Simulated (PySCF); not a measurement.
C3H12N2Si (SMILES CN[SiH](C)NC)

```xyz
18

C    -2.6482   -0.5446   -0.1435
N    -1.3287   -0.3793   -0.6994
Si    0.0883   -0.3469    0.2807
C    -0.1554    1.0194    1.5858
N     1.3361   -0.1142   -0.8855
C     2.7176    0.0305   -0.5040
H    -3.4003   -0.1771   -0.8449
H    -2.7169    0.0351    0.7730
H    -2.8814   -1.5889    0.0954
H    -1.2435   -0.8641   -1.5806
H     0.4518   -1.5973    0.9769
H    -0.5499    1.9295    1.1413
H     0.7876    1.2695    2.0639
H    -0.8409    0.7133    2.3705
H     1.1142    0.4535   -1.6896
H     2.9267   -0.6565    0.3127
H     2.9650    1.0448   -0.1672
H     3.3690   -0.2205   -1.3439
```

Geometry: GFN2-xTB.

Computed with CAM-B3LYP/def2-SVPD, SCF density, gas phase in PySCF.

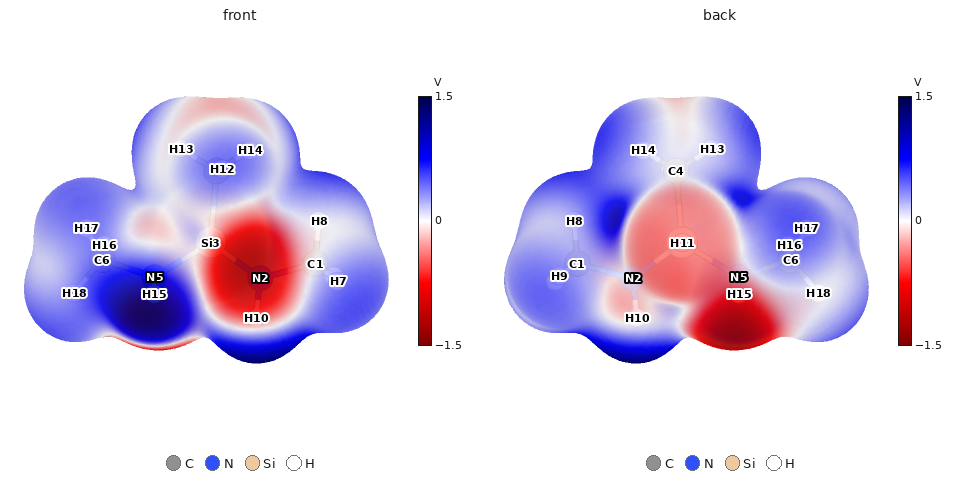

Figure 1. The molecular electrostatic potential painted on the density surface at 0.002 e/bohr³, seen from the front and from behind; red is negative and blue positive.

Q: Describe the electrostatic potential map.

A: The most negative region (about −1.2 V) lies over N2 and N5, the most positive (about +1.3 V) over H10 and H15.

Q: How polar is the molecule by this calculation?

A: Its dipole moment is 0.59 D.

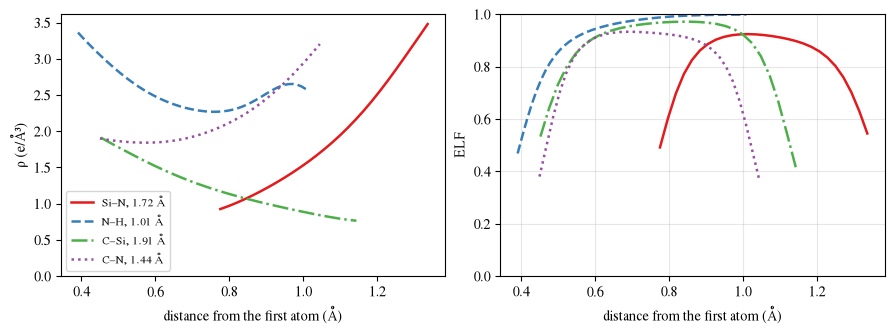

Figure 2. Total electron density and ELF along straight lines between neighbouring atoms. The curves leave out the atomic cores.

Q: What can be read from the curves?

A: Si–N (1.72 Å): ρ is about 1.1 e/Å³ halfway; the ELF peaks at about 0.90 between the atoms; a shared but strongly polarised pair.
N–H (1.01 Å): ρ at the midpoint is about 2.8 e/Å³; the ELF climbs to about 1 towards the hydrogen, as it does in any bond to H: a covalent bond by its length.
C–Si (1.91 Å): ρ is about 0.94 e/Å³ halfway; the ELF peaks at about 1 between the atoms; a covalent bond.
C–N (1.44 Å): ρ is about 2 e/Å³ halfway; the ELF peaks at about 0.95 between the atoms; a covalent bond.
